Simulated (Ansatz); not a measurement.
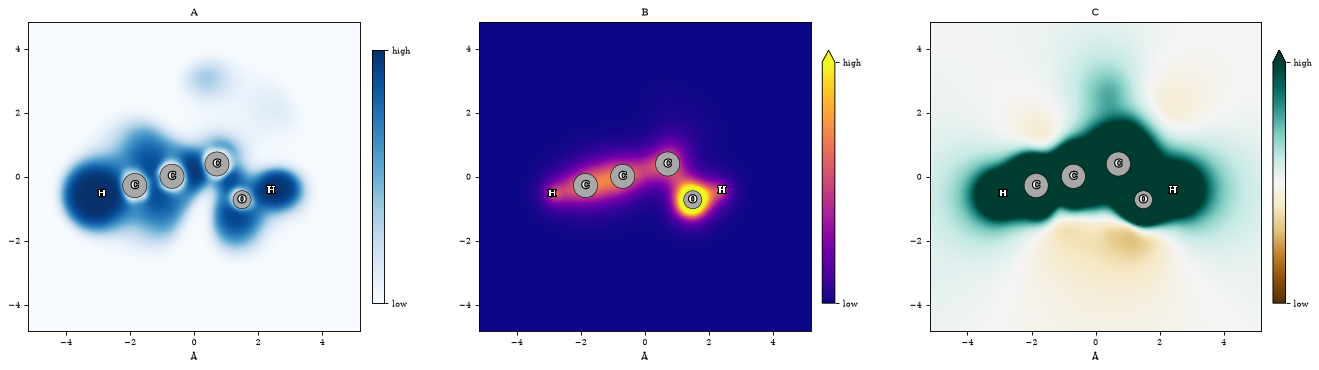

C$_{3}$H$_{3}$FOS (SMILES C#CC(O)(F)S): 3 fields on the plane of atoms C2, C3 and O4, with unlabelled colour scales. Grey discs cover the atomic cores.

Geometry: PBE0-D4/def2-TZVP.

Computed with RKS PBE0-D4/def2-TZVPP (Ansatz).

**Match the panels to the quantities (electron density, electron localisation function and electrostatic potential).**

Panel A: electron localisation function. Panel B: electron density. Panel C: electrostatic potential (strongly positive close to the atoms, with negative regions outside electron-rich atoms). From the grid: C–C (1.20 Å): ρ is about 2.8 e/Å³ halfway; the ELF peaks at about 0.80 between the atoms (a multiple bond). C–O (1.37 Å): ρ at the midpoint is about 2.4 e/Å³, with its minimum of 2.1 e/Å³ about 0.5 Å from C; the ELF peaks at about 0.90 between the atoms: a shared but strongly polarised pair.
